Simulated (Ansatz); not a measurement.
# BaOsO3 (Pm-3m): phonons and vibrational spectra, part 2 of 2

Aim: the phonons of BaOsO3 (Pm-3m) at a cell relaxed beforehand at this level. After the zone centre comes a 4×4×4 q mesh on a 12×12×12 k mesh.

Ansatz 0.2.0; DFT PBEsol, scalar-relativistic, plane waves, PAW; PAW set soft_1.

So far. Step 2 (Modes at Γ): Before it was imposed, the acoustic sum rule was missed by 9.0e-5 eV/Å². Small misses are needed for a sound result but don't prove that mesh and cutoff are converged. The lowest optical mode is real, 123 cm⁻¹.

## 3. The dispersion

Stability and thermal properties need the whole zone. Linear response on a 4×4×4 q mesh gives force constants as far as a supercell of that size would.

input.yaml reads:

```yaml
crystal:
  lattice:
    - [3.9859941727, 0.0, 0.0]
    - [0.0, 3.9859941727, 0.0]
    - [0.0, 0.0, 3.9859941727]
  atoms:
    - { symbol: Ba, position: [0.0, 0.0, 0.0] }
    - { symbol: Os, position: [0.5, 0.5, 0.5] }
    - { symbol: O, position: [0.0, 0.5, 0.5] }
    - { symbol: O, position: [0.5, 0.0, 0.5] }
    - { symbol: O, position: [0.5, 0.5, 0.0] }
kpoints:
  mp_grid: { grid: [12, 12, 12] }
hamiltonian:
  xc: pbesol
  pseudopotentials: { kind: paw, azcp: { folder: soft_1 }, xc_functional: pbe }
scf:
  occupations: { method: methfessel_paxton, width: 0.2 }
output:
  eigenvalues: true
phonons:
  method: dfpt
  qmesh: [4, 4, 4]
  temperatures: { t_max: 1000, t_step: 50 }
  qpath:
    path:
      - [[0.0, 0.0, 0.0], [0.0, 0.5, 0.0], [0.5, 0.5, 0.0], [0.0, 0.0, 0.0], [0.5, 0.5, 0.5], [0.0, 0.5, 0.0]]
      - [[0.5, 0.5, 0.5], [0.5, 0.5, 0.0]]
    npoints: 10
```

Command:

```console
$ ansatz run input.yaml --threads 4 --pin off --max-ram 10240MiB --backend cpu --events-out ev --progress --plain --runs-dir out
```

Numbers of over 12 decimals in the logs are rounded to 6 here.

Output:

```text
[...]
Crystal: 5 atoms, lattice volume = 63.330 Å³
Basis set: ecut = 420 eV, 1237 PW (Γ), exchange–correlation on 54×54×54 points (8 copies of the dense FFT grid, shifted against one another)
Bands: 27, of which v1, the nominal top of the filled ones, is band 22 counted from 1 (21 counted from 0)
Symmetry: 48 space group operations
k-points: 84 of 1728
[...]
SCF iter   1: F=—  HF=-18800.206137 eV  |F-HF|=—  |Δ(HF+E_count)|=         —  Δρ=7.55e-2  dr2=4.68e0  ethr=3.10e-3  ⟨swp⟩=8.2  Hψ=25470  notcnv=0
[...]
SCF iter  10: F=-18798.818853 eV  HF=-18798.818853 eV  |F-HF|=1.09e-11  |Δ(HF+E_count)|=  4.80e-10  S|Δr|=    0.00e0  Δρ=1.66e-7  dr2=8.53e-12  ethr=1.00e-12  ⟨swp⟩=12.4  Hψ=16674  notcnv=0
SCF 1 converged in 10 iterations: F = -18798.818853 eV  dr2 = 8.53e-12
[...]
iter 1 solved again at ethr=6.23e-8 eV; its pass at ethr=3.10e-3 eV (dr2=2.74e-5 eV) is discarded
SCF iter   1: F=—  HF=-18798.818852 eV  |F-HF|=—  |Δ(HF+E_count)|=         —  Δρ=5.20e-7  dr2=1.17e-10  ethr=6.23e-8  ⟨swp⟩=3.2  Hψ=16173  notcnv=0
eigensolver tolerance schedule: the retry pair's looser diagonalisation over-reported the residual by 233905.65 of it (diagonalisation noise at an unbounded share of the residual, at the tolerance the schedule requests for it); recorded, not acted on — ethr = c·dr2/N_el stays at c = 1.0e-1
[...]
SCF iter   2: F=—  HF=-18798.818853 eV  |F-HF|=—  |Δ(HF+E_count)|=   7.95e-7  S|Δr|=    0.00e0  Δρ=2.56e-7  dr2=2.74e-11  ethr=1.00e-12  ⟨swp⟩=3.9  Hψ=6200  notcnv=0
[...]
SCF iter   4: F=-18798.818853 eV  HF=-18798.818853 eV  |F-HF|=7.28e-12  |Δ(HF+E_count)|=  3.64e-12  S|Δr|=    0.00e0  Δρ=3.57e-8  dr2=4.03e-13  ethr=1.00e-12  ⟨swp⟩=2.0  Hψ=4463  notcnv=0
SCF 2 converged in 4 iterations: F = -18798.818853 eV  dr2 = 4.03e-13
phonons: the bands overlap, so this run is a metal and interpolates without the dipole-dipole term. If the crystal is really an insulator or semiconductor, its LO-TO splitting is missing
NSCF: frozen V_eff on 84 k-points
WARN: eigensolver did not converge (k=0): 1 band(s) unlocked after 20 sweeps at ethr=1.55e-12 eV (storage-precision floor; scheduled 1.00e-12 eV) (lowest unlocked band 31, counted from 0; max residual 3.93e-5 eV among the unlocked bands, 3.93e-5 eV over every band; other slots of this pass that fall short are told together in one closing line; warning suppressed until the next SCF loop or pass starts)
WARN: eigensolver did not converge in 3 slots of this pass, the one above among them; of largest residual over every band (k=0): 1 band(s) unlocked (lowest unlocked band 31, counted from 0; max residual 3.93e-5 eV among the unlocked bands, 3.93e-5 eV over every band); of lowest unlocked band (k=0): band 31
[...]
DFPT response loops at q = (0, 0, 0) (fractional): preconditioner auto → Kerker (q_TF=auto, 2.568 Å⁻¹) (partly filled bands, converged f_vac=0.000); β = 1.00, the filter's whole step (`scf.mixing.beta` (0.50) is not read by the response loops under this deck's `scf.mixing.preconditioner`; to damp them name `kerker` or `kerker_dos`, under which they read `scf.mixing.beta`, and type it under 1.00, their step now; both keys bind the ground state too); Broyden in place of MSR1
[...]
SCF converged after 10 iterations
[...]
Free energy (F): -18798.818853 eV
[...]
Internal energy: -18798.805812 eV  (E = F + TS)
E sigma→0 (E₀):  -18798.815593 eV
Entropy (-TS):   -0.013040 eV (-2.608 meV/atom)
Fermi energy:    14.849717 eV
[...]
--- Band table (eV; the first three rows and the last of 84) ---
  k-point 0: bands = [... 18 lower, 11.6406, 11.6406, 11.8298, 11.8298, 11.8298, 15.2750, 15.2750, 17.3083, ... 6 higher]
  k-point 1: bands = [... 18 lower, 11.4688, 11.4688, 11.8372, 12.2834, 12.2834, 15.2756, 15.6377, 17.4374, ... 6 higher]
  k-point 2: bands = [... 18 lower, 11.3269, 11.3269, 11.8576, 12.9611, 12.9611, 15.2773, 16.3626, 17.7917, ... 6 higher]
  k-point 83: bands = [... 18 lower, 11.9682, 11.9682, 15.8987, 15.8987, 15.8987, 18.8429, 18.8429, 18.8429, ... 6 higher]
--- Phonons (Γ-DFPT): 4 representative perturbations + reference (Σ response iterations 12) ---
  ASR residual: 9.028e-5 → 0.000e0 eV/Å²; symmetrization residual: 1.214e-5 eV/Å²
  ASR residual per site (eV/Å²): 5.34e-5 7.47e-5 9.03e-5 9.03e-5 9.03e-5
[...]
--- Phonons (arbitrary-q DFPT): 10 irreducible q on the 4×4×4 mesh ---
  q = [0.0000, 0.0000, 0.0000] (star 1, of the zone-centre solve; hermiticity 1.13e-6, symmetrization 1.03e-12): -0.00 -0.00 0.00 122.79 122.79 122.79 237.24 237.24 237.24 255.52 255.52 255.52 580.81 580.81 580.81
  q = [0.0000, 0.0000, 0.2500] (star 6, 9 solved perturbations in 4536 linear systems a pass and spin channel, the states on 588 of 1728 k-point pairs; hermiticity 8.33e-7, symmetrization 1.35e-13): 56.71 56.71 98.44 120.58 120.58 146.08 219.48 219.48 247.58 257.33 257.33 292.77 580.31 580.31 667.51
[...]
q = [0.0000, 0.2500, -0.5000] (star 12, 15 solved perturbations on 588 of 1728 k-point pairs; hermiticity 7.23e-7, symmetrization 1.26e-12): 93.37 96.96 103.33 130.32 171.65 175.97 199.13 209.48 241.02 259.01 262.34 322.66 578.33 650.86 722.76
[...]
sum rule: each row above includes the acoustic sum rule's correction from the zone centre's row sums; it moved no ω² by more than (1.24 cm⁻¹)²
  mesh force constants: q→R imaginary residual 9.95e-19; ASR residual 9.028e-5 → 0.000e0 eV/Å²; symmetrization residual 4.619e-14 eV/Å²
  interpolated dispersion: 62 rows × 15 modes
  density of states and harmonic sums: on the 16×16×16 q-mesh, interpolated from the force constants of a 4×4×4 supercell (no non-analytic term)
  largest difference from the sums on the solved wave vectors: F 1.37e-2 eV, S 1.77e-5 and C_V 3.98e-6 eV/K
  zero-point energy: 0.258348 eV/cell   skipped modes (ω ≤ 0): 3   left out of the sums: 4.88e-5 of the cell's modes: C_V's classical limit lies that fraction below 3 k_B per atom; for a crystal, a wire or a layer, F and S can be off by more, and a phonons.interpolated_qmesh denser along its periods is the remedy for the sampling
```

Wall time 50 min (4 threads of Arm Neoverse V1, shared host); peak memory 6.5 GiB; 3.2 h of CPU time.

Numbers from this step:

```yaml
sum_rule_residual_before_enforcement: 9.03e-5 eV/Å²
lowest_frequency_on_the_path: 0 cm⁻¹
highest_frequency_on_the_path_or_at_a_solved_wavevector: 742.9 cm⁻¹
mean_frequency: 277.8 cm⁻¹
debye_temperature_second_moment: 634 K
logarithmic_mean_frequency: 221.1 cm⁻¹
lowest_mode_on_the_q_mesh_acoustic_modes_at_gamma_apart: 56.71 cm⁻¹
zero_point_energy_per_atom: 51.67 meV
heat_capacity_at_300_k: 20.90 J/(mol atoms K)
vibrational_entropy_at_300_k: 25.84 J/(mol atoms K)
edges_of_the_widest_gap_between_branches_on_path_and_mesh: 343.7, 577.4 cm⁻¹
```

Frequencies (cm⁻¹) solved at each irreducible wavevector; negative means imaginary. Frequencies by wavevector, by row:

```
q in reciprocal lattice units  star  mode 1  mode 2  mode 3  mode 4  mode 13  mode 14  mode 15
                        0 0 0     1       0       0       0   122.8    580.8    580.8    580.8
                     0 0 0.25     6    56.7    56.7    98.4   120.6    580.3    580.3    667.5
                     0 0 -0.5     3    90.7    90.7   117.2   117.2    580.3    580.3    722.6
                  0 0.25 0.25    12    70.4    76.3   111.8   122.5      579    652.5    676.3
                  0 0.25 -0.5    12    93.4      97   103.3   130.3    578.3    650.9    722.8
                  0 -0.5 -0.5     3      95   105.6   105.6   139.2    577.4    664.9    742.9
               0.25 0.25 0.25     8    86.3    86.3   104.7   151.9    645.3    668.1    668.1
               0.25 0.25 -0.5    12    97.6   106.7     108   139.4    644.5    653.1    714.5
               0.25 -0.5 -0.5     6   108.2   112.4   112.4   123.9    641.5    669.5    719.4
               -0.5 -0.5 -0.5     1    99.5    99.5    99.5   119.8    648.1    699.1    699.1
```

Interpolated from a 4×4×4 q mesh. Phonon branches along the path, in cm⁻¹:

```
    point  branch 1  branch 2  branch 3  branch 4  branch 12  branch 13  branch 14  branch 15
        Γ         0         0         0       123        256        581        581        581
        X        91        91       117       117        325        580        580        723
        M        95       106       106       139        344        577        665        743
        Γ         0         0         0       123        256        581        581        581
        R       100       100       100       120        298        648        699        699
        X        91        91       117       117        325        580        580        723
jump to R       100       100       100       120        298        648        699        699
        M        95       106       106       139        344        577        665        743
```

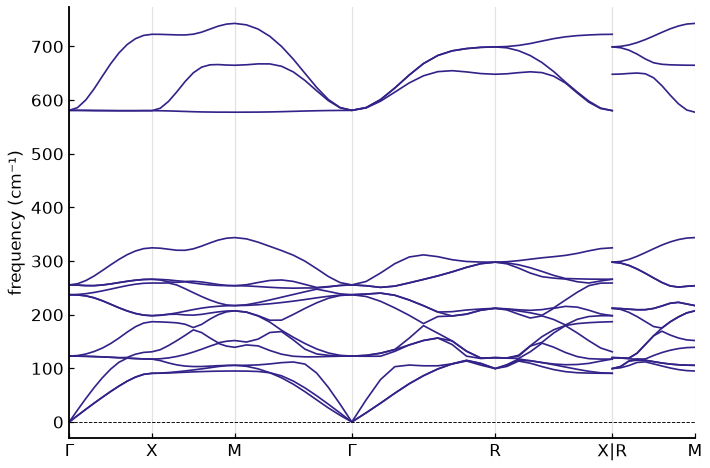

Phonon branches along the path.

The phonon density of states has structure finer than the step of the table below, so its rows give means over 50 cm⁻¹, whole bins alone (the curve runs from 5 to 745 cm⁻¹). Peaks (cm⁻¹: height): 105.0: 0.109, 125.0: 0.0544, 215.0: 0.0776, 255.0: 0.0956, 315.0: 0.0454, 585.0: 0.0402, 665.0: 0.0312.

Tetrahedra on a 16×16×16 mesh, mean over bins of 10 cm-1. Interpolated from a 4×4×4 q mesh. Phonon density of states against wavenumber; means over each step:

```
wavenumber (cm⁻¹)  phonon density of states (1/cm⁻¹/cell)
               50                                 0.00810
              100                                  0.0585
              150                                  0.0438
              200                                  0.0536
              250                                  0.0525
              300                                  0.0201
              350                                 0.00317
              400                                       0
              450                                       0
              500                                       0
              550                                  4.8e-4
              600                                  0.0203
              650                                  0.0205
              700                                  0.0162
```

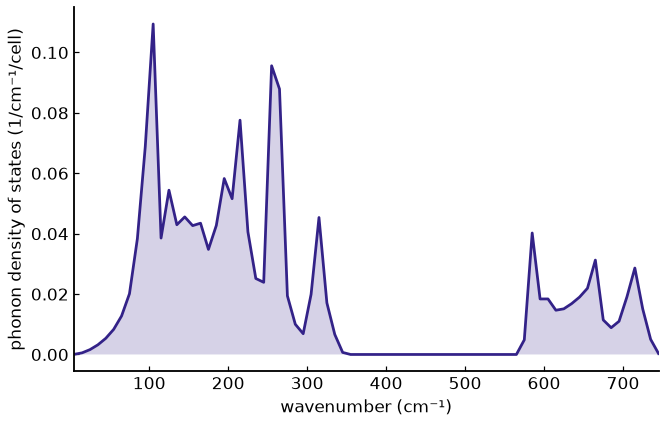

Phonon density of states against wavenumber.

The partial phonon density of states has structure finer than the step of the table below, so its rows give means over 100 cm⁻¹, whole bins alone (the curve runs from -10 to 774 cm⁻¹). Peaks (cm⁻¹: height): Ba 108.3: 0.0745; O 216.8: 0.0493, 261.2: 0.0888, 315.4: 0.0349, 586.6: 0.0314, 611.3: 0.0231, 665.5: 0.0246, 714.8: 0.0252; Os 128.1: 0.0240, 192.2: 0.0258.

Phonopy on the run's constants, 15x15x15 mesh, Gaussian sigma 5.6 cm-1. Interpolated from a 4×4×4 q mesh. The partial phonon density of states by wavenumber; means over each step; values in 1/cm⁻¹/cell:

```
wavenumber (cm⁻¹)       Ba        O       Os
              100   0.0265  0.00533   0.0121
              200  0.00297   0.0274   0.0153
              300   8.5e-5   0.0281  0.00101
              400        0   1.3e-5        0
              500        0        0        0
              600        0   0.0140   7.8e-4
              700        0   0.0149   2.6e-4
```

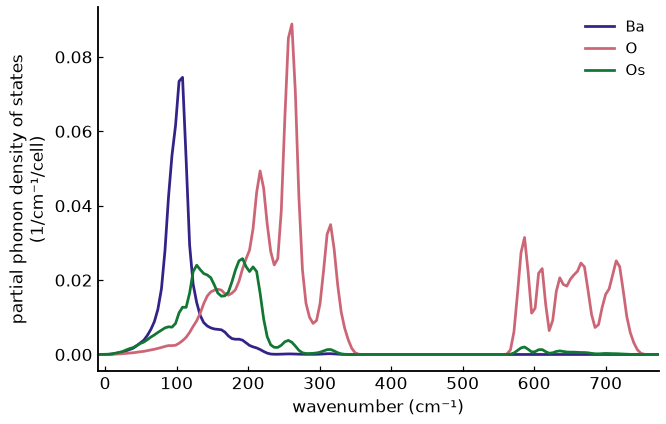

Partial phonon density of states, plotted against wavenumber.

Harmonic thermodynamic functions per atom, from the density of states. Interpolated from a 4×4×4 q mesh. Thermodynamic functions, by row:

```
T (K)  F_vib (meV/atom)  S (J/mol-atom/K)  C_V (J/mol-atom/K)
    0             51.67                 0                   0
   50              51.4             1.956                4.65
  100             48.99             7.512               11.64
  200             35.58             17.91               18.07
  300             12.72             25.84                20.9
  400            -17.41             32.08               22.36
  500            -53.37             37.16               23.18
  600            -94.16             41.44               23.67
  700            -139.1             45.11               23.99
  800            -187.5             48.33                24.2
  900            -239.1             51.19               24.35
 1000            -293.5             53.76               24.46
```

Harmonic mean-square displacement, third of the trace. Interpolated from a 4×4×4 q mesh. Mean square displacements, by row:

```
T (K)  Ba1 U_eq (Å²)  Os2 U_eq (Å²)  O3 U_eq (Å²)  O4 U_eq (Å²)  O5 U_eq (Å²)
    0        0.00122        6.30e-4       0.00385       0.00385       0.00385
  100        0.00217        0.00104       0.00453       0.00453       0.00453
  300        0.00575        0.00262       0.00879       0.00879       0.00879
  600        0.01135        0.00514        0.0164        0.0164        0.0164
```

Symmetry leaves 10 wavevectors to solve. The lowest mode among them, the acoustic zeros apart, lies at q = (0, 0, 0.25) and is real, 56.7 cm⁻¹.

## 4. Isotope substitution, element Ba, natural mass 137.327 amu

An isotope changes the mass and not the force constants, so no new electronic calculation is needed; the shifts show which modes move this element.

The same force constants with the mass of Ba changed from 137.327 to 133.905 u (phonopy, no LO-TO term). Both lists are sorted by frequency; levels can cross, so a row need not hold one and the same mode. Modes under 3 cm⁻¹ are left out. Isotope shifts, by row, the first 40 of 57 rows:

```
       q  rank  natural mass (cm⁻¹)  changed mass (cm⁻¹)
   0 0 0     4                122.8                123.8
   0 0 0     5                122.8                123.8
   0 0 0     6                122.8                123.8
   0 0 0     7                237.2                237.2
   0 0 0     8                237.2                237.2
   0 0 0     9                237.2                237.2
   0 0 0    10                255.5                255.5
   0 0 0    11                255.5                255.5
   0 0 0    12                255.5                255.5
   0 0 0    13                580.8                580.8
   0 0 0    14                580.8                580.8
   0 0 0    15                580.8                580.8
0 0 0.25     1                56.71                57.04
0 0 0.25     2                56.71                57.04
0 0 0.25     3                98.44                 99.3
0 0 0.25     4                120.6                121.4
0 0 0.25     5                120.6                121.4
0 0 0.25     6                146.1                146.7
0 0 0.25     7                219.5                219.5
0 0 0.25     8                219.5                219.5
0 0 0.25     9                247.6                247.6
0 0 0.25    10                257.3                257.3
0 0 0.25    11                257.3                257.3
0 0 0.25    12                292.8                292.8
0 0 0.25    13                580.3                580.3
0 0 0.25    14                580.3                580.3
0 0 0.25    15                667.5                667.5
0 0 -0.5     1                 90.7                91.81
0 0 -0.5     2                 90.7                91.81
0 0 -0.5     3                117.2                117.2
0 0 -0.5     4                117.2                117.2
0 0 -0.5     5                130.8                132.4
0 0 -0.5     6                186.9                186.9
0 0 -0.5     7                198.1                198.2
0 0 -0.5     8                198.1                198.2
0 0 -0.5     9                  259                  259
0 0 -0.5    10                  266                  266
0 0 -0.5    11                  266                  266
0 0 -0.5    12                324.6                324.6
0 0 -0.5    13                580.3                580.3
```

A mode of this element alone would shift by +1.27 %. The highest zone-centre frequency without the field goes from 580.8 to 580.8 cm⁻¹ (+0.0 %). The product of the frequency ratios over all optical modes at Γ is 1.024; the product rule, (m/m′)^(3k/2) (M′/M)^(3/2) with k = 1 such atoms and M the mass of the cell, gives 1.024.

## 5. Another isotope, element O, natural mass 15.999 amu

The same for O, from 16.00 to 18.00 u.

A mode of this element alone would shift by -5.72 %. The highest zone-centre frequency without the field goes from 580.8 to 549.5 cm⁻¹ (-5.4 %). The product of the frequency ratios over all optical modes at Γ is 0.603; the product rule, (m/m′)^(3k/2) (M′/M)^(3/2) with k = 3 such atoms and M the mass of the cell, gives 0.603.

## 6. What came out

| Property | Result |
| --- | --- |
| space group (within 0.01 Å) | Pm-3m |
| volume per atom | 12.7 Å³ |
| electronic character | no gap on this mesh |
| highest optical mode at the zone centre (no LO-TO term) | 581 cm⁻¹ |
| lowest optical zone-centre mode | 123 cm⁻¹ |
| lowest mode on the q mesh (acoustic modes at Γ apart) | 56.7 cm⁻¹ |
| highest frequency on the path or at a solved wavevector | 743 cm⁻¹ |
| zero-point energy per atom | 51.7 meV |
| heat capacity at 300 K | 20.9 J/(mol atoms K) |
| vibrational entropy at 300 K | 25.8 J/(mol atoms K) |
| Debye temperature (second moment) | 634 K |
| imaginary modes on the 4×4×4 q mesh | none |

What this shows: The structure is a minimum as far as tested: no mode is imaginary at the 10 irreducible wavevectors of the 4×4×4 mesh, and the softest away from the acoustic zeros lies at 57 cm⁻¹. The optical modes at Γ span 123 to 581 cm⁻¹. The highest mode in this list at Γ, 580.8 cm⁻¹, is mostly motion of O (94 % of the kinetic energy). On the path and the mesh, the widest gap between branches runs from 344 to 577 cm⁻¹. Some magnetic starts kept moments in single points, but the one carried on lost them, and the others were not relaxed, so the runs shown are non-magnetic; if the real compound is magnetic, its cell and modes can differ much. With no gap, or one that is small against the smearing, the frequencies hang on the k mesh and the smearing, most of all near Kohn anomalies. Spin-orbit coupling is left out, which can matter for the heavy elements here. The PAW files were made for PBE and serve the other functionals too. A phonon run warned that its eigensolver left some bands unconverged in a pass. These are harmonic frequencies at zero temperature: anharmonic shifts, linewidths and thermal expansion are left out.

[Logs are printed without paths, hosts, clocks, repeated set-up lines and the standing remarks that a program may print on its own settings, such as how far it seeks lower states.]

[Hosts, paths, dates, database ids (printed as entryN), source tags and the programs' standing remarks are cut or masked in the printed files.]
